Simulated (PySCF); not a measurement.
## A study: CrF$_{3}$, quartet

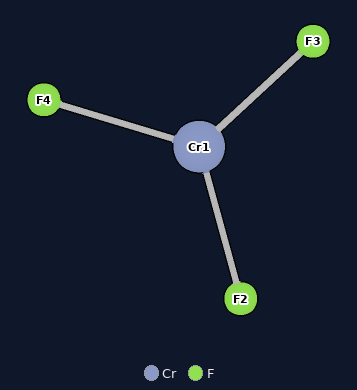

The molecule, with its atoms numbered as below. No frequency check shows the geometry to be a minimum.

Cartesian coordinates (Å):

```
Cr1      0.0001   -0.0001    0.0000
F2      -0.4425    1.6518    0.0000
F3      -1.2094   -1.2090    0.0000
F4       1.6517   -0.4426    0.0000
```

### 1. Bonding charge

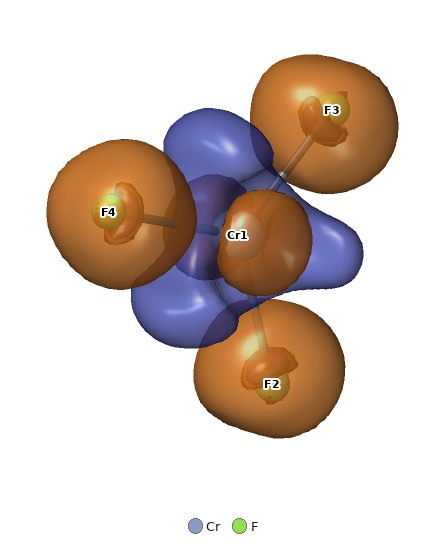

Deformation density (molecule less spherical, spin-averaged free atoms at the same positions), surfaces at ±0.05 e/Å³; orange: gain, blue: loss.

Computed with PySCF, PBE0/def2-TZVP, geometry: GFN2-xTB. This is a single-reference result, which may miss multireference character in this system. The stability of the open-shell solution wasn't checked. GFN2-xTB doesn't know the spin state, so this open-shell geometry is rough.

**Describe the bonding that the map shows.**

Cr1–F4, Cr1–F3 and Cr1–F2: +0.10 e/Å³ at the bond critical point (bond length 1.71 Å, Mayer order 0.8); up to 0.6 Å beside the axis the gain reaches +0.31 e/Å³. In all, 1.2 electrons gather in the regions of gain relative to the promolecule. A small or negative value marks a very polar bond, one between electron-rich atoms, whose free-atom densities already overlap strongly, a long bond to a heavier atom, or a closed-shell contact such as a hydrogen bond.

### 2. Bond critical points

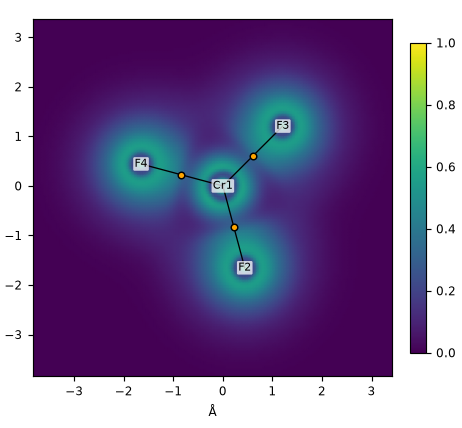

Localised orbital locator (LOL) in the molecular plane, with bond paths and bond critical points (dots).

**What values does LOL take at the bond critical points in this plane?**

Cr1–F4, Cr1–F3 and Cr1–F2: about 0.34. Values above 0.5 mark slow, localised electrons, as in shared pairs; low values at a critical point mark a polar or closed-shell contact whose critical point lies between the shells.

### 3. Local ionisation energy

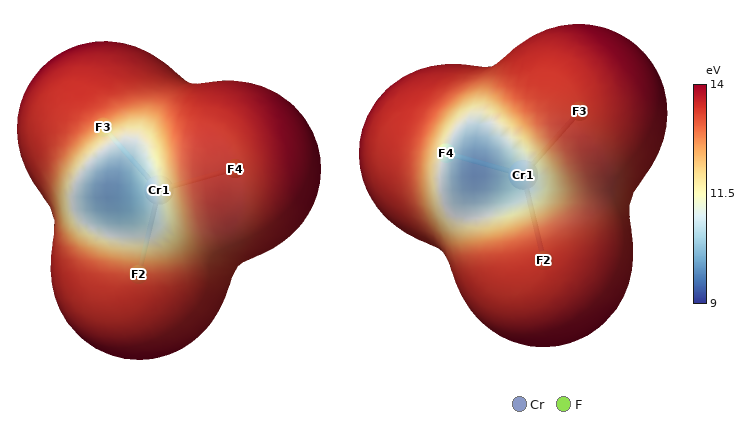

Average local ionisation energy on the surface of electron density 0.001 a.u. (back view left, front view right).

**Locate the minima of the map.**

The lowest value is 9.7 eV, off the molecular plane, over Cr1 (2.0 Å), and at like points elsewhere. For comparison, the highest occupied orbital lies at −9.1 eV.

### 4. Spin density

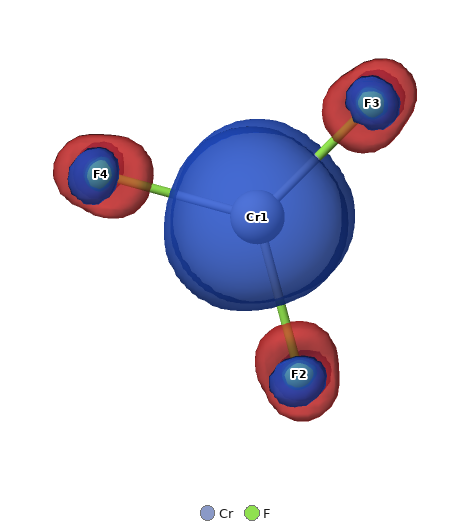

Spin density ρα − ρβ at ±0.05 e/Å³ (blue: excess α, red: excess β).

**Where is the unpaired spin?**

Hirshfeld spin populations: Cr1 +2.91. ⟨S²⟩ = 3.77, against 3.75 for a pure state. The picture also shows regions of β spin from spin polarisation; the Hirshfeld sums, whose atoms overlap, net them against the α spin of neighbours.

### 5. In an electric field

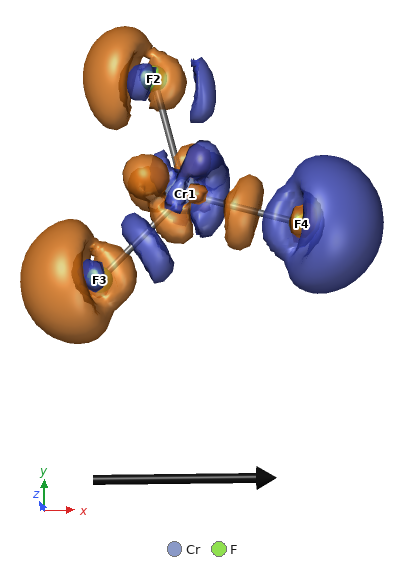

Change of the electron density in a uniform field of 0.51 V/Å along +x (arrow), surfaces at ±0.004 e/Å³ (orange: gain, blue: loss).

PySCF calculation, PBE0/def2-TZVP, gas phase; geometry: GFN2-xTB. This is a single-reference result, which may miss multireference character in this system. A basis without diffuse functions makes polarisabilities too small. The stability of the open-shell solution wasn't checked. GFN2-xTB doesn't know the spin state, so this open-shell geometry is rough.

**What dipole is induced, and what polarisability does it imply?**

The induced dipole is 0.75 D (along the field); α along this axis, from the fields in both directions, is 29 bohr³ (4.3 Å³).

**Which atoms gain and lose the most charge?**

Electrons gather most on F3 (Hirshfeld charge changes by −0.024 e) and leave F4 most (+0.034 e); 0.068 electrons are displaced in all.

The PySCF runs shown took 45 s and 100 s on 1 thread of Intel(R) Xeon(R) Processor @ 2.50GHz (Skylake/Cascade Lake), with other jobs on the host.
